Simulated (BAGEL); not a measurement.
**[BF4]− (SMILES F[B-](F)(F)F): a chain of runs**

We compute a single-point energy (HF/6-31G*), then the energy (NEVPT2(2,2)/6-31G*), then the energy (CASPT2(2,2)/6-31G*) of [BF4]−. 

Program for the calculation: BAGEL 1.2.2.

1 further run of the same task is left out (set aside as unsound or not needed).

## 1. The system as given

[BF4]− has 5 atoms, charge -1, and is taken as a singlet. As SMILES, `F[B-](F)(F)F`. The B2–F4 distance was set to 1.898 Å, away from the relaxed value.

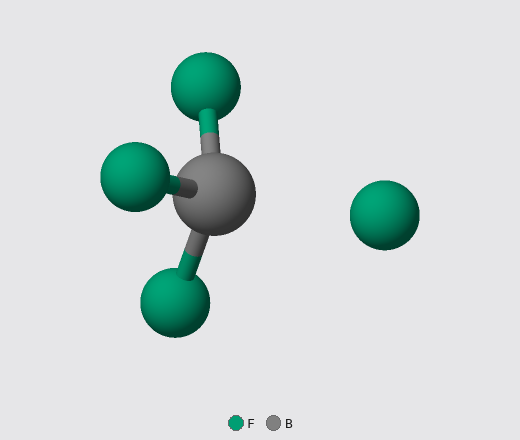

Viewed from a chosen angle; fluorine teal, boron grey.

## 2. The energy at HF/6-31G(d) (density fitting with svp-jkfit, spherical functions) (run 1)

Input file calc.json:

```json
{ "bagel": [

{
  "title": "molecule",
  "basis": "6-31gs.json",
  "df_basis": "svp-jkfit",
  "geometry": [
    { "atom": "F", "xyz": [  0.72711937,  0.13508707,  3.00358739 ] },
    { "atom": "B", "xyz": [  0.83502273,  0.21105406,  0.35060089 ] },
    { "atom": "F", "xyz": [  2.62818385, -1.54828096, -0.51357087 ] },
    { "atom": "F", "xyz": [ -2.38577923, -0.60301161, -1.00098793 ] },
    { "atom": "F", "xyz": [  1.53554421,  2.64936768, -0.43798182 ] }
  ]
},
{
  "title": "hf",
  "charge": -1
},
{
  "title": "print",
  "file": "orbitals.molden",
  "orbitals": true
}

]}
```

The basis set 6-31G* is read from a file made from the Basis Set Exchange's data (not shown).

Command:

```
$ BAGEL_NUM_THREADS=1 BAGEL calc.json > calc.out
```

The program printed:

```text
* using 1 threads per process

  ===============================================================
  ===============================================================

  *** Geometry ***

  { "atom" : "F", "xyz" : [      0.727119,      0.135087,      3.003587 ] },
  { "atom" : "B", "xyz" : [      0.835023,      0.211054,      0.350601 ] },
  { "atom" : "F", "xyz" : [      2.628184,     -1.548281,     -0.513571 ] },
  { "atom" : "F", "xyz" : [     -2.385779,     -0.603012,     -1.000988 ] },
  { "atom" : "F", "xyz" : [      1.535544,      2.649368,     -0.437982 ] },

  Number of auxiliary basis functions:      383

  Since a DF basis is specified, we compute 2- and 3-index integrals:
    o Being stored without compression. Storage requirement is 0.015 GB

  Number of basis functions:       70
  Number of electrons      :       41

    * METHOD: MOLECULE                             0.13

  *** RHF ***

  === Nuclear Repulsion ===
   166.7901085036

      * DIIS with orbital gradients will be used.

  === RHF iteration (6-31gs.json) ===
      0       -422.31674168          0.03003355           0.04
      1       -422.52828709          0.01943935           0.04
      2       -422.64947384          0.00112068           0.04
      3       -422.65000738          0.00046768           0.04
      4       -422.65010828          0.00009398           0.04
      5       -422.65011292          0.00002452           0.04
      6       -422.65011355          0.00000991           0.04
      7       -422.65011366          0.00000151           0.03
      8       -422.65011366          0.00000061           0.04
      9       -422.65011366          0.00000019           0.03
     10       -422.65011366          0.00000005           0.03
     11       -422.65011366          0.00000002           0.04
     12       -422.65011366          0.00000000           0.04
    * SCF iteration converged.

    * Permanent dipole moment:
           (   -0.797070,    -0.201415,    -0.334969) a.u.

    * METHOD: HF                                   0.54

    * METHOD: PRINT                                0.01

  ===============================================================
```

Wall time 0.8 s (1 thread of Arm Neoverse V1, shared host); peak memory 0.14 GiB.

## 3. A single-point energy at NEVPT2(2,2)/6-31G(d) (density fitting with svp-jkfit, spherical functions) (run 2)

Input file input.json:

```json
{ "bagel": [

{
  "title": "molecule",
  "basis": "6-31gs.json",
  "df_basis": "svp-jkfit",
  "geometry": [
    { "atom": "F", "xyz": [     0.72711937,     0.13508707,     3.00358739 ] },
    { "atom": "B", "xyz": [     0.83502273,     0.21105406,     0.35060089 ] },
    { "atom": "F", "xyz": [     2.62818385,    -1.54828096,    -0.51357087 ] },
    { "atom": "F", "xyz": [    -2.38577923,    -0.60301161,    -1.00098793 ] },
    { "atom": "F", "xyz": [     1.53554421,     2.64936768,    -0.43798182 ] }
  ]
},

{ "title": "hf", "charge": -1 },

{ "title": "casscf", "nstate": 1, "nact": 2, "nclosed": 20, "charge": -1, "active": [21, 22], "maxiter": 200, "natocc": true },

{
  "title": "nevpt2",
  "nstate": 1,
  "nact": 2,
  "nclosed": 20,
  "charge": -1,
  "active": [21, 22],
  "maxiter": 200,
  "natocc": true,
  "ncore": 5
},

{ "title": "print", "file": "orbitals.molden", "orbitals": true }

]}
```

The basis set 6-31G* is read from a file made from the Basis Set Exchange's data (not shown).

Command:

```
$ BAGEL_NUM_THREADS=1 BAGEL input.json > input.out
```

The program printed:

```text
* using 1 threads per process

  ===============================================================
  ===============================================================

  *** Geometry ***

  { "atom" : "F", "xyz" : [      0.727119,      0.135087,      3.003587 ] },
  { "atom" : "B", "xyz" : [      0.835023,      0.211054,      0.350601 ] },
  { "atom" : "F", "xyz" : [      2.628184,     -1.548281,     -0.513571 ] },
  { "atom" : "F", "xyz" : [     -2.385779,     -0.603012,     -1.000988 ] },
  { "atom" : "F", "xyz" : [      1.535544,      2.649368,     -0.437982 ] },

  Number of auxiliary basis functions:      383

  Since a DF basis is specified, we compute 2- and 3-index integrals:
    o Being stored without compression. Storage requirement is 0.015 GB

  Number of basis functions:       70
  Number of electrons      :       41

    * METHOD: MOLECULE                             0.13

  *** RHF ***

  === Nuclear Repulsion ===
   166.7901085036

      * DIIS with orbital gradients will be used.

  === RHF iteration (6-31gs.json) ===
      0       -422.31674168          0.03003355           0.03
      1       -422.52828709          0.01943935           0.03
      2       -422.64947384          0.00112068           0.03
      3       -422.65000738          0.00046768           0.03
      4       -422.65010828          0.00009398           0.03
      5       -422.65011292          0.00002452           0.03
      6       -422.65011355          0.00000991           0.03
      7       -422.65011366          0.00000151           0.03
      8       -422.65011366          0.00000061           0.03
      9       -422.65011366          0.00000019           0.03
     10       -422.65011366          0.00000005           0.03
     11       -422.65011366          0.00000002           0.03
     12       -422.65011366          0.00000000           0.03
    * SCF iteration converged.

    * Permanent dipole moment:
           (   -0.797070,    -0.201415,    -0.334969) a.u.

    * METHOD: HF                                   0.49

  ---------------------------
      CASSCF calculation
  ---------------------------

    ==== Active orbitals : =====
         Orbital 21
         Orbital 22
    ============================

    * nstate   :      1
    * nclosed  :     20
    * nact     :      2
    * nvirt    :     48
  === CASSCF iteration (6-31gs.json) ===

    * Using the second-order algorithm

      0  0      -422.65618803     1.84e-03      0.01

      1  0      -422.66818348     1.82e-03      0.17

      2  0      -422.67349860     7.99e-04      0.19

      3  0      -422.67396746     6.93e-04      0.19

      4  0      -422.67404997     4.05e-04      0.18

      5  0      -422.67407045     2.13e-04      0.19

      6  0      -422.67407575     1.10e-04      0.18

      7  0      -422.67407712     5.58e-05      0.18

      8  0      -422.67407748     2.84e-05      0.18

      9  0      -422.67407757     1.44e-05      0.19

     10  0      -422.67407759     7.31e-06      0.18

     11  0      -422.67407760     3.71e-06      0.18

     12  0      -422.67407760     1.88e-06      0.18

     13  0      -422.67407760     9.56e-07      0.19

     14  0      -422.67407760     4.85e-07      0.20

     15  0      -422.67407760     2.46e-07      0.18

     16  0      -422.67407760     1.25e-07      0.17

     17  0      -422.67407760     6.33e-08      0.16

     18  0      -422.67407760     3.21e-08      0.14

     19  0      -422.67407760     1.63e-08      0.14

     20  0      -422.67407760     8.27e-09      0.14

    * Second-order optimization converged. *

     guess   0:   closed 1.                   open ..

  === FCI iteration ===

      0  0      -422.64856972     1.02e-01      0.00
      1  0      -422.67352370     1.14e-02      0.00
      2  0 *    -422.67407760     4.58e-16      0.00

     * ci vector, state   0, <S^2> = 0.0000
       2.     0.9922134442
       .2    -0.1245491113

    * METHOD: CASSCF                               3.59

    * freezing 5 orbitals

  === DF-NEVPT2 calculation ===

    * 3-index integral transformation done
    * assembly done

      NEVPT2 correlation energy:   -0.7482855130      0.14

          (+0)     -0.6423362502
          (+0)'    -0.0483212509
          (+1)     -0.0177807833
          (+1)'    -0.0000000000
          (+2)     -0.0006395372
          (-1)     -0.0346170563
          (-1)'     0.0000000000
          (-2)     -0.0045906351

      NEVPT2 total energy:       -423.4223631120

    * METHOD: NEVPT2                               0.21

    * METHOD: PRINT                                0.01

  ===============================================================
```

Wall time 4.8 s (1 thread of Arm Neoverse V1, shared host); peak memory 0.14 GiB.

## 4. A single-point energy at CASPT2(2,2)/6-31G(d) (density fitting with svp-jkfit, spherical functions) (run 3)

Input file job.json:

```json
{ "bagel": [

{
  "title": "molecule",
  "basis": "6-31gs.json",
  "df_basis": "svp-jkfit",
  "geometry": [
    { "atom": "F", "xyz": [  0.72711937,  0.13508707,  3.00358739 ] },
    { "atom": "B", "xyz": [  0.83502273,  0.21105406,  0.35060089 ] },
    { "atom": "F", "xyz": [  2.62818385, -1.54828096, -0.51357087 ] },
    { "atom": "F", "xyz": [ -2.38577923, -0.60301161, -1.00098793 ] },
    { "atom": "F", "xyz": [  1.53554421,  2.64936768, -0.43798182 ] }
  ]
},
{ "title": "hf", "charge": -1 },
{ "title": "casscf", "nstate": 1, "nact": 2, "nclosed": 20, "charge": -1, "active": [21, 22], "maxiter": 200, "natocc": true },
{ "title": "print", "file": "orbitals.molden", "orbitals": true },
{ "title": "smith", "method": "caspt2", "ms": true, "xms": true, "sssr": true, "shift": 0.2, "shift_imag": true, "ncore": 5 }

]}
```

The basis set 6-31G* is read from a file made from the Basis Set Exchange's data (not shown).

Command:

```
$ BAGEL_NUM_THREADS=1 BAGEL job.json > job.out
```

The program printed:

```text
* using 1 threads per process

  ===============================================================
  ===============================================================

  *** Geometry ***

  { "atom" : "F", "xyz" : [      0.727119,      0.135087,      3.003587 ] },
  { "atom" : "B", "xyz" : [      0.835023,      0.211054,      0.350601 ] },
  { "atom" : "F", "xyz" : [      2.628184,     -1.548281,     -0.513571 ] },
  { "atom" : "F", "xyz" : [     -2.385779,     -0.603012,     -1.000988 ] },
  { "atom" : "F", "xyz" : [      1.535544,      2.649368,     -0.437982 ] },

  Number of auxiliary basis functions:      383

  Since a DF basis is specified, we compute 2- and 3-index integrals:
    o Being stored without compression. Storage requirement is 0.015 GB

  Number of basis functions:       70
  Number of electrons      :       41

    * METHOD: MOLECULE                             0.13

  *** RHF ***

  === Nuclear Repulsion ===
   166.7901085036

      * DIIS with orbital gradients will be used.

  === RHF iteration (6-31gs.json) ===
      0       -422.31674168          0.03003355           0.04
      1       -422.52828709          0.01943935           0.03
      2       -422.64947384          0.00112068           0.03
      3       -422.65000738          0.00046768           0.03
      4       -422.65010828          0.00009398           0.03
      5       -422.65011292          0.00002452           0.03
      6       -422.65011355          0.00000991           0.03
      7       -422.65011366          0.00000151           0.03
      8       -422.65011366          0.00000061           0.03
      9       -422.65011366          0.00000019           0.03
     10       -422.65011366          0.00000005           0.03
     11       -422.65011366          0.00000002           0.03
     12       -422.65011366          0.00000000           0.03
    * SCF iteration converged.

    * Permanent dipole moment:
           (   -0.797070,    -0.201415,    -0.334969) a.u.

    * METHOD: HF                                   0.51

  ---------------------------
      CASSCF calculation
  ---------------------------

    ==== Active orbitals : =====
         Orbital 21
         Orbital 22
    ============================

    * nstate   :      1
    * nclosed  :     20
    * nact     :      2
    * nvirt    :     48
  === CASSCF iteration (6-31gs.json) ===

    * Using the second-order algorithm

      0  0      -422.65618803     1.84e-03      0.01

      1  0      -422.66818348     1.82e-03      0.18

      2  0      -422.67349860     7.99e-04      0.19

      3  0      -422.67396746     6.93e-04      0.19

      4  0      -422.67404997     4.05e-04      0.18

      5  0      -422.67407045     2.13e-04      0.18

      6  0      -422.67407575     1.10e-04      0.19

      7  0      -422.67407712     5.58e-05      0.21

      8  0      -422.67407748     2.84e-05      0.20

      9  0      -422.67407757     1.44e-05      0.20

     10  0      -422.67407759     7.31e-06      0.18

     11  0      -422.67407760     3.71e-06      0.19

     12  0      -422.67407760     1.88e-06      0.18

     13  0      -422.67407760     9.56e-07      0.20

     14  0      -422.67407760     4.85e-07      0.18

     15  0      -422.67407760     2.46e-07      0.17

     16  0      -422.67407760     1.25e-07      0.15

     17  0      -422.67407760     6.33e-08      0.15

     18  0      -422.67407760     3.21e-08      0.15

     19  0      -422.67407760     1.63e-08      0.14

     20  0      -422.67407760     8.27e-09      0.14

    * Second-order optimization converged. *

     guess   0:   closed 1.                   open ..

  === FCI iteration ===

      0  0      -422.64856972     1.02e-01      0.00
      1  0      -422.67352370     1.14e-02      0.00
      2  0 *    -422.67407760     4.58e-16      0.00

     * ci vector, state   0, <S^2> = 0.0000
       2.     0.9922134442
       .2    -0.1245491113

    * METHOD: CASSCF                               3.62

    * METHOD: PRINT                                0.01

  === SMITH program ===

    * freezing 5 orbitals

    * Approximate memory requirement for SMITH calulation per MPI process:
      o Storage requirement for T-amplitude, lambda, and residual is 0.02 GB
      o Storage requirement for MO integrals is 0.01 GB
    * Calculating and saving rdm4f

    * Zeroth order energy : state  0       -0.7086821569

    * CASPT2 iteration is performed using orthogonal basis

      -------------------------------------------  CASPT2 iteration  ---------------------------------------------------
       #      aibj      arbs      arbi      airj      risj      airs      arst      rist         Etot      error   time
      ------------------------------------------------------------------------------------------------------------------

       0  -0.64325  -0.00540  -0.03293  -0.01990  -0.00081  -0.04187  -0.00000  -0.00000   -0.7441566  0.0029719   0.08
       1  -0.64395  -0.00545  -0.03322  -0.02058  -0.00090  -0.04319  -0.00000  -0.00000   -0.7472968  0.0005699   0.07
       2  -0.64401  -0.00546  -0.03311  -0.02064  -0.00091  -0.04332  -0.00000  -0.00000   -0.7474575  0.0001231   0.07
       3  -0.64401  -0.00546  -0.03311  -0.02062  -0.00092  -0.04333  -0.00000  -0.00000   -0.7474623  0.0000318   0.07
       4  -0.64401  -0.00546  -0.03311  -0.02062  -0.00092  -0.04333   0.00000  -0.00000   -0.7474627  0.0000066   0.07
       5  -0.64401  -0.00546  -0.03311  -0.02062  -0.00092  -0.04333   0.00000  -0.00000   -0.7474627  0.0000014   0.07
       6  -0.64401  -0.00546  -0.03311  -0.02062  -0.00092  -0.04333  -0.00000   0.00000   -0.7474627  0.0000003   0.08

      ------------------------------------------------------------------------------------------------------------------

    * CASPT2 energy : state  0     -423.4232488216
        w/o shift correction       -423.4215402999
        reference weight              0.8534055257

    * METHOD: SMITH                                0.68

  ===============================================================
```

Wall time 5.1 s (1 thread of Arm Neoverse V1, shared host); peak memory 0.19 GiB.

## 5. Summary of results

| quantity | value |
| --- | --- |
| run 1, HF/6-31G*: total energy | -422.65011 Eh |
| run 1, HF/6-31G*: HOMO energy | -8.28 eV |
| run 1, HF/6-31G*: LUMO energy | 13.13 eV |
| run 1, HF/6-31G*: HOMO–LUMO gap (to an unbound level, set by the basis) | 21.41 eV |
| run 2, NEVPT2(2,2)/6-31G*: total energy | -423.42236 Eh |
| run 3, CASPT2(2,2)/6-31G*: total energy | -423.42325 Eh |
